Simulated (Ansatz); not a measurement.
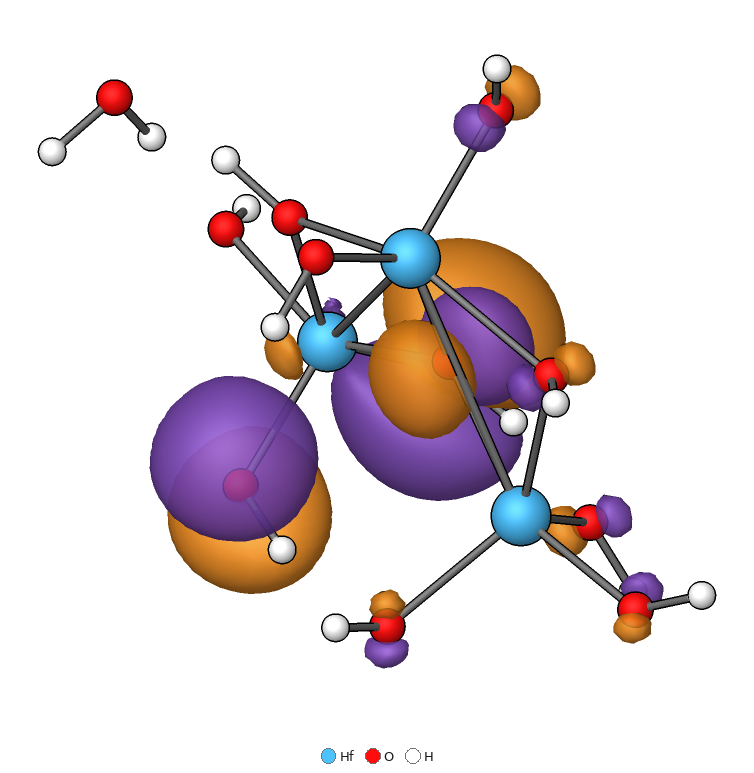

The picture shows: H₁₀Hf₃O₁₁···H₂O (charge −1, doublet). The HOMO−1 (α) at ±0.08 Å⁻³ᐟ² (orange and purple are the two phases), seen at an oblique angle.

Geometry: PBE-D4/def2-SVP; core potentials replace the inner electrons of Hf; the highest occupied orbital lies above zero, a sign that basis and functional describe the outermost electron poorly.

Method: UKS PBE0-D4/def2-TZVP in Ansatz.

```json
{"atom": "Hf", "x (Å)": "-0.3278", "y (Å)": "0.8721", "z (Å)": "-1.5497"}
{"atom": "Hf", "x (Å)": "2.2393", "y (Å)": "-0.0155", "z (Å)": "1.0201"}
{"atom": "Hf", "x (Å)": "-1.0340", "y (Å)": "-0.6485", "z (Å)": "1.4409"}
{"atom": "O", "x (Å)": "-3.8720", "y (Å)": "-0.2693", "z (Å)": "-2.2206"}
{"atom": "O", "x (Å)": "-1.5294", "y (Å)": "-2.5503", "z (Å)": "1.7694"}
{"atom": "O", "x (Å)": "0.8451", "y (Å)": "-0.3876", "z (Å)": "-2.4929"}
{"atom": "O", "x (Å)": "0.3249", "y (Å)": "0.5338", "z (Å)": "0.3881"}
{"atom": "O", "x (Å)": "-2.2756", "y (Å)": "0.2119", "z (Å)": "2.7359"}
{"atom": "O", "x (Å)": "-1.9059", "y (Å)": "1.3730", "z (Å)": "-2.8084"}
{"atom": "O", "x (Å)": "-1.9021", "y (Å)": "-0.2201", "z (Å)": "-0.4328"}
{"atom": "O", "x (Å)": "2.8793", "y (Å)": "-1.0443", "z (Å)": "-0.6071"}
{"atom": "O", "x (Å)": "0.7892", "y (Å)": "-0.4666", "z (Å)": "2.6338"}
{"atom": "O", "x (Å)": "0.5747", "y (Å)": "2.6308", "z (Å)": "-1.4908"}
{"atom": "O", "x (Å)": "2.6974", "y (Å)": "1.8483", "z (Å)": "0.3290"}
{"atom": "O", "x (Å)": "3.6732", "y (Å)": "-0.3034", "z (Å)": "2.3824"}
{"atom": "H", "x (Å)": "-3.5653", "y (Å)": "-1.0376", "z (Å)": "-2.7381"}
{"atom": "H", "x (Å)": "-3.2507", "y (Å)": "0.4613", "z (Å)": "-2.5511"}
{"atom": "H", "x (Å)": "-0.9646", "y (Å)": "-3.2622", "z (Å)": "1.4167"}
{"atom": "H", "x (Å)": "1.6741", "y (Å)": "-0.6630", "z (Å)": "-2.0154"}
{"atom": "H", "x (Å)": "-2.7573", "y (Å)": "-0.2849", "z (Å)": "3.4222"}
{"atom": "H", "x (Å)": "-1.9941", "y (Å)": "2.2660", "z (Å)": "-3.1814"}
{"atom": "H", "x (Å)": "-2.7788", "y (Å)": "-0.3571", "z (Å)": "-0.9039"}
{"atom": "H", "x (Å)": "2.6359", "y (Å)": "-1.9901", "z (Å)": "-0.5225"}
{"atom": "H", "x (Å)": "1.0526", "y (Å)": "-1.2181", "z (Å)": "3.2016"}
{"atom": "H", "x (Å)": "1.3665", "y (Å)": "2.6377", "z (Å)": "-0.8937"}
{"atom": "H", "x (Å)": "3.6349", "y (Å)": "2.1115", "z (Å)": "0.3252"}
{"atom": "H", "x (Å)": "3.7703", "y (Å)": "-0.2279", "z (Å)": "3.3432"}
```

> Describe this orbital and give its energy.

It lies mainly on O13 (about 50 %), O6 (about 30 %) and O7 (about 5 %); largely a combination of lone pairs on O13, O6 and O7. Its energy is −4.69 eV.
